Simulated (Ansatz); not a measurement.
# Geometry relaxation, with input and output: CH6AlFO2 (part 3 of 3)

Continued. System: CH6AlFO2. Method: RKS B3LYP/def2-SVP (Ansatz 0.2.0). It belongs to a series of runs on one base structure; here: end point A relaxed.

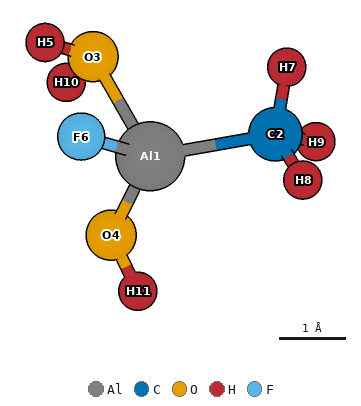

Fig. 1: The geometry at step 34 of the log (ball-and-stick view, seen at a tilt; atoms are numbered from 1 in the order of the input).

**Trajectory as extended XYZ, continued**
```
11
Properties=species:S:1:pos:R:3:forces:R:3 step=27 energy=-14539.10008
Al    0.0036   -0.3027    0.1797   -0.0490   0.3071   0.2326
C     1.0467    1.0385   -0.7613   -0.0024  -0.0188  -0.0136
O    -1.5846   -0.7982   -0.5363   -0.0480  -0.3014  -0.0460
O     0.5898   -1.5210    1.2339    0.0499   0.0221  -0.0062
H    -1.9234    0.0800    0.4427   -0.2015  -0.2109  -0.1476
F    -1.4370    0.7304    1.1211    0.3181  -0.0250   0.0253
H     0.3805    1.6493   -1.3932    0.0287   0.0216  -0.0147
H     1.5389    1.7202   -0.0468    0.0276   0.0172  -0.0165
H     1.8319    0.6175   -1.4111   -0.0055  -0.0098   0.0101
H    -1.8772   -1.7217   -0.5304   -0.0144   0.2272   0.0337
H     1.4308   -1.4924    1.7015   -0.1036  -0.0294  -0.0573
11
Properties=species:S:1:pos:R:3:forces:R:3 step=28 energy=-14539.16502
Al   -0.0051   -0.2297    0.2265   -0.0387   0.3872   0.3637
C     1.0613    1.0583   -0.7644    0.0002  -0.0261  -0.0135
O    -1.6206   -0.7777   -0.4885    0.3407   0.0960  -0.5702
O     0.5724   -1.5041    1.2203   -0.7031   0.0749  -0.4617
H    -1.9034   -0.0568    0.3947   -0.8368  -0.4602  -0.4171
F    -1.4387    0.6961    1.1138    0.8455   0.5131   0.6376
H     0.4116    1.6714   -1.4111    0.0239   0.0085  -0.0190
H     1.5742    1.7486   -0.0717    0.0120  -0.0098  -0.0198
H     1.8347    0.5967   -1.4022   -0.0287   0.0066   0.0212
H    -1.8867   -1.6938   -0.4976   -0.2821  -0.5427   0.1051
H     1.4001   -1.5091    1.6801    0.6671  -0.0475   0.3738
11
Properties=species:S:1:pos:R:3:forces:R:3 step=29 energy=-14539.18468
Al   -0.0211   -0.1229    0.2996    0.2763   0.4070   0.4684
C     1.0789    1.0863   -0.7640    0.0254  -0.0710  -0.0409
O    -1.6675   -0.7570   -0.4469    1.1683  -3.3676  -4.0910
O     0.5431   -1.4755    1.2020   -0.3342   0.1028  -0.2933
H    -1.9078   -0.2298    0.3049   -2.5347   1.1363   2.3278
F    -1.4009    0.6832    1.1362    1.1611   1.1143   1.1628
H     0.4520    1.7029   -1.4306    0.0233  -0.0122  -0.0105
H     1.6257    1.7855   -0.1036   -0.0249  -0.0616  -0.0374
H     1.8315    0.5673   -1.3880   -0.1010   0.0633   0.0778
H    -1.9143   -1.7048   -0.4654    0.0546   0.7388   0.2956
H     1.3803   -1.5354    1.6557    0.2859  -0.0500   0.1406
11
Properties=species:S:1:pos:R:3:forces:R:3 step=30 energy=-14539.61252
Al   -0.0273   -0.0410    0.3785   -0.3497  -0.0727   0.0303
C     1.0885    1.1026   -0.7429    0.0362  -0.0185   0.0832
O    -1.6219   -0.8384   -0.4512    0.4419  -0.3522  -1.2115
O     0.5081   -1.4478    1.2112    0.1678   0.0746   0.0898
H    -2.0668   -0.2153    0.1844   -0.6956  -0.3681   0.2031
F    -1.4142    0.7600    1.1288    0.6479   0.6203   0.5447
H     0.4766    1.7413   -1.4021    0.0128  -0.0146  -0.0041
H     1.6902    1.7796   -0.1083   -0.0184  -0.0073  -0.0478
H     1.7990    0.5386   -1.3748   -0.0877   0.0269   0.0456
H    -1.8380   -1.7745   -0.3412   -0.0752   0.1152   0.2551
H     1.4058   -1.6052    1.5176   -0.0799  -0.0035   0.0115
11
Properties=species:S:1:pos:R:3:forces:R:3 step=31 energy=-14539.76699
Al   -0.0568   -0.0159    0.3822    0.3073   0.4930   0.0368
C     1.0825    1.0950   -0.7469    0.0025  -0.0800   0.0065
O    -1.6295   -0.7677   -0.5156   -0.1355  -0.3769  -0.0592
O     0.4668   -1.4255    1.2062    0.1182  -0.2293   0.0433
H    -2.1485   -0.3911    0.2333   -0.2655   0.2517  -0.1896
F    -1.3066    0.8145    1.2224    0.0405   0.2257   0.3782
H     0.4716    1.7312   -1.4092    0.0223   0.0319  -0.0066
H     1.7123    1.7682   -0.1344   -0.0573  -0.0582  -0.0629
H     1.7587    0.4993   -1.3846    0.0070   0.0496   0.0053
H    -1.6988   -1.7263   -0.4116    0.0750  -0.3011  -0.1130
H     1.3480   -1.5820    1.5581   -0.1145  -0.0063  -0.0388
11
Properties=species:S:1:pos:R:3:forces:R:3 step=32 energy=-14539.80509
Al   -0.0574    0.0731    0.4658    0.6208  -0.6796  -0.7869
C     1.0929    1.1113   -0.7348    0.1255  -0.0309   0.1425
O    -1.6013   -0.8210   -0.5069   -0.6904  -0.1250   0.5529
O     0.4397   -1.4017    1.2149    0.4493  -0.0908   0.1569
H    -2.2874   -0.4284    0.0982    0.5478  -0.1658  -0.6061
F    -1.2915    0.8764    1.2476   -0.6388   0.7071   0.7616
H     0.4939    1.7616   -1.3949    0.0188   0.0043  -0.0007
H     1.7663    1.7743   -0.1510   -0.1089  -0.1039  -0.1393
H     1.7364    0.4759   -1.3768   -0.1200   0.1099   0.1139
H    -1.6390   -1.7789   -0.3147    0.2400   0.2454  -0.1031
H     1.3474   -1.6428    1.4526   -0.4442   0.1292  -0.0917
11
Properties=species:S:1:pos:R:3:forces:R:3 step=33 energy=-14539.83031
Al   -0.0483    0.0323    0.4417    0.0372  -0.1912  -0.1593
C     1.0848    1.1033   -0.7379    0.0531  -0.0172   0.0839
O    -1.5961   -0.8281   -0.4998   -0.1483   0.2776  -0.0694
O     0.4668   -1.4189    1.2219   -0.5681   0.2094  -0.1824
H    -2.2282   -0.3556    0.0911    0.0670  -0.1996  -0.1977
F    -1.3129    0.8527    1.2477    0.0350   0.2215   0.2431
H     0.4786    1.7519   -1.3929    0.0069   0.0014  -0.0039
H     1.7399    1.7699   -0.1443   -0.0471  -0.0403  -0.0644
H     1.7437    0.4933   -1.3830   -0.0671   0.0394   0.0504
H    -1.6848   -1.7749   -0.3228    0.0613  -0.1528   0.1007
H     1.3565   -1.6262    1.4782    0.5699  -0.1482   0.1989
11
Properties=species:S:1:pos:R:3:forces:R:3 step=34 energy=-14539.87503
Al   -0.0680    0.0592    0.4634   -0.0024   0.1631   0.1170
C     1.0703    1.0956   -0.7401    0.0330   0.0086  -0.0181
O    -1.5923   -0.8004   -0.5186   -0.0319  -0.0535   0.1806
O     0.4289   -1.4232    1.2019   -0.1082  -0.0326  -0.1265
H    -2.3470   -0.4544    0.0014    0.1587  -0.1336  -0.1262
F    -1.1992    0.9353    1.3900    0.0505  -0.0821  -0.1135
H     0.4699    1.7443   -1.4006   -0.0177   0.0026  -0.0054
H     1.7462    1.7650   -0.1763   -0.0373  -0.0416   0.0047
H     1.7085    0.4686   -1.3874   -0.0288   0.0012   0.0176
H    -1.5329   -1.7580   -0.3357   -0.0422   0.1829   0.0470
H     1.3155   -1.6323    1.5018    0.0264  -0.0151   0.0227
11
Properties=species:S:1:pos:R:3:forces:R:3 step=35 energy=-14539.88238
Al   -0.0689    0.0713    0.4689   -0.0085   0.1068   0.0455
C     1.0684    1.0997   -0.7416    0.0241   0.0073   0.0015
O    -1.5817   -0.8058   -0.5210   -0.0812  -0.0239   0.2330
O     0.4110   -1.4327    1.1801   -0.1141   0.0079  -0.1177
H    -2.3523   -0.4742   -0.0166    0.1488  -0.0904  -0.1365
F    -1.1826    0.9550    1.4044    0.0365  -0.0950  -0.1043
H     0.4683    1.7511   -1.4001   -0.0136   0.0016   0.0039
H     1.7491    1.7643   -0.1789   -0.0214  -0.0234  -0.0037
H     1.6995    0.4678   -1.3904   -0.0203  -0.0025   0.0136
H    -1.5006   -1.7553   -0.3062    0.0020   0.1433   0.0255
H     1.2898   -1.6413    1.5013    0.0479  -0.0318   0.0393
11
Properties=species:S:1:pos:R:3:forces:R:3 step=36 energy=-14539.89435
Al   -0.0664    0.0948    0.4655   -0.0671  -0.0178  -0.0782
C     1.0703    1.1186   -0.7450    0.0022  -0.0082   0.0244
O    -1.5540   -0.8238   -0.5176   -0.1158  -0.3648   0.3342
O     0.3583   -1.4676    1.1043    0.2768   0.0395   0.0975
H    -2.3599   -0.5111   -0.0622    0.1259  -0.0294  -0.1267
F    -1.1536    0.9832    1.4167    0.0135  -0.0511  -0.0056
H     0.4616    1.7767   -1.3895    0.0057  -0.0042   0.0075
H     1.7665    1.7728   -0.1919    0.0063  -0.0035  -0.0044
H     1.6770    0.4753   -1.4040    0.0086   0.0071  -0.0112
H    -1.4079   -1.7434   -0.1893    0.0051   0.4356  -0.1469
H     1.2080   -1.6758    1.5129   -0.2613  -0.0032  -0.0906
11
Properties=species:S:1:pos:R:3:forces:R:3 step=37 energy=-14539.88174 accepted=F
Al   -0.1106    0.1199    0.4010    0.4582  -0.0728   0.5002
C     1.0812    1.1298   -0.7593   -0.1118   0.0622  -0.1806
O    -1.5754   -0.8422   -0.4992   -0.0623   0.0403  -0.1594
O     0.3510   -1.4296    1.0557   -0.2698  -0.0208  -0.2768
H    -2.4038   -0.6049   -0.0500   -0.0197   0.0118   0.0098
F    -1.1135    0.9746    1.4593   -0.1409   0.1188  -0.0905
H     0.5034    1.8364   -1.3801    0.0508   0.0449  -0.0403
H     1.8066    1.7334   -0.1856   -0.0507  -0.0378   0.0469
H     1.6625    0.4885   -1.4439   -0.0246  -0.0026   0.0122
H    -1.3207   -1.7251   -0.1631    0.0207  -0.1287   0.1020
H     1.1193   -1.6810    1.5650    0.1499  -0.0153   0.0766
11
Properties=species:S:1:pos:R:3:forces:R:3 step=38 energy=-14539.90366
Al   -0.0730    0.1022    0.4493   -0.0170   0.0058   0.0161
C     1.0708    1.1242   -0.7526   -0.0033   0.0150  -0.0140
O    -1.5553   -0.8303   -0.5045   -0.0484  -0.0364   0.0189
O     0.3578   -1.4606    1.0808    0.0490   0.0199   0.0010
H    -2.3722   -0.5313   -0.0667    0.0440  -0.0199  -0.0309
F    -1.1527    0.9749    1.4215    0.0153   0.0089   0.0003
H     0.4751    1.7980   -1.3926   -0.0006   0.0041   0.0109
H     1.7732    1.7623   -0.1887    0.0113   0.0021  -0.0028
H     1.6728    0.4827   -1.4180    0.0033  -0.0018   0.0042
H    -1.3703   -1.7276   -0.1589   -0.0035   0.0218   0.0085
H     1.1737   -1.6949    1.5303   -0.0501  -0.0196  -0.0123
11
Properties=species:S:1:pos:R:3:forces:R:3 step=39 energy=-14539.90571
Al   -0.0785    0.1108    0.4381    0.0452  -0.0092   0.0671
C     1.0715    1.1339   -0.7561   -0.0029   0.0099  -0.0362
O    -1.5505   -0.8507   -0.5023   -0.0083   0.0158  -0.0198
O     0.3462   -1.4590    1.0612    0.0418  -0.0046   0.0083
H    -2.3778   -0.5560   -0.0863   -0.0343  -0.0085  -0.0002
F    -1.1324    0.9908    1.4295   -0.0154  -0.0080  -0.0235
H     0.4801    1.8247   -1.3822    0.0107  -0.0041  -0.0018
H     1.7883    1.7558   -0.1916   -0.0082  -0.0095   0.0138
H     1.6608    0.4915   -1.4320   -0.0080   0.0064  -0.0096
H    -1.3456   -1.7302   -0.1207    0.0184   0.0128   0.0159
H     1.1378   -1.7116    1.5423   -0.0391  -0.0009  -0.0138
11
Properties=species:S:1:pos:R:3:forces:R:3 step=40 energy=-14539.90697
Al   -0.0770    0.1164    0.4358    0.0098  -0.0124   0.0286
C     1.0714    1.1387   -0.7611    0.0016   0.0099  -0.0300
O    -1.5465   -0.8570   -0.5006    0.0034  -0.0386   0.0113
O     0.3425   -1.4597    1.0511    0.0305   0.0041   0.0141
H    -2.3872   -0.5756   -0.1022    0.0087  -0.0055  -0.0025
F    -1.1275    0.9965    1.4290   -0.0055   0.0035   0.0014
H     0.4834    1.8461   -1.3720    0.0115  -0.0086   0.0131
H     1.8002    1.7427   -0.1918   -0.0074  -0.0103  -0.0058
H     1.6465    0.4994   -1.4524   -0.0094   0.0078   0.0081
H    -1.3196   -1.7222   -0.0931   -0.0082   0.0428  -0.0189
H     1.1137   -1.7255    1.5571   -0.0351   0.0073  -0.0194
11
Properties=species:S:1:pos:R:3:forces:R:3 step=41 energy=-14539.90727
Al   -0.0765    0.1200    0.4387   -0.0081  -0.0024  -0.0010
C     1.0695    1.1398   -0.7631    0.0076   0.0098  -0.0092
O    -1.5406   -0.8590   -0.5019   -0.0039   0.0041  -0.0106
O     0.3400   -1.4578    1.0511    0.0039   0.0053   0.0025
H    -2.3853   -0.5837   -0.1084   -0.0013   0.0001   0.0006
F    -1.1278    0.9997    1.4310    0.0016   0.0012   0.0027
H     0.4833    1.8573   -1.3637    0.0079  -0.0098   0.0120
H     1.8088    1.7325   -0.1954   -0.0046  -0.0080  -0.0106
H     1.6329    0.4997   -1.4632   -0.0100   0.0071   0.0082
H    -1.3075   -1.7196   -0.0900    0.0019  -0.0036  -0.0010
H     1.1030   -1.7292    1.5647    0.0050  -0.0037   0.0065
```

The run was set up as follows.

**Input**
```yaml
crystal:
  periodic: [false, false, false]
  atoms:
    - { symbol: Al, position_ang: [0.035379, -0.814027, -0.106628] }
    - { symbol: C, position_ang: [0.69895, 0.945047, -0.67837] }
    - { symbol: O, position_ang: [-1.218655, -1.502028, -1.03705] }
    - { symbol: O, position_ang: [0.685652, -1.772919, 1.143616] }
    - { symbol: H, position_ang: [-1.062708, 1.770266, 0.676625] }
    - { symbol: F, position_ang: [-1.414518, 1.411064, 1.438988] }
    - { symbol: H, position_ang: [-0.031279, 1.459104, -1.327083] }
    - { symbol: H, position_ang: [0.960939, 1.60312, 0.169696] }
    - { symbol: H, position_ang: [1.621593, 0.834467, -1.274037] }
    - { symbol: H, position_ang: [-1.581554, -2.371469, -0.846616] }
    - { symbol: H, position_ang: [1.3061, -1.562826, 1.840759] }
basis:
  gaussian: { orbitals: def2-SVP }
hamiltonian:
  xc: b3lyp
relax:
  f_tol: 0.03
  max_steps: 50
```

Command:
```bash
ansatz run input.yaml --threads 2 --pin off --max-ram 3072MiB --backend cpu --events-out ev --progress --plain --runs-dir out
```

**Key numbers**

| quantity | value |
| --- | --- |
| outcome | converged |
| total energy | −14539.9075 eV |
| mean-field energy | −14539.9075 eV |
| largest force (length of the vector) at the end | 0.017 eV/Å |
| hardware | 2 threads of Arm Neoverse V1, 24 GiB of memory available, shared host |
| wall time | 2 min (CPU time 3.8 min) |
| peak memory | 0.21 GiB |
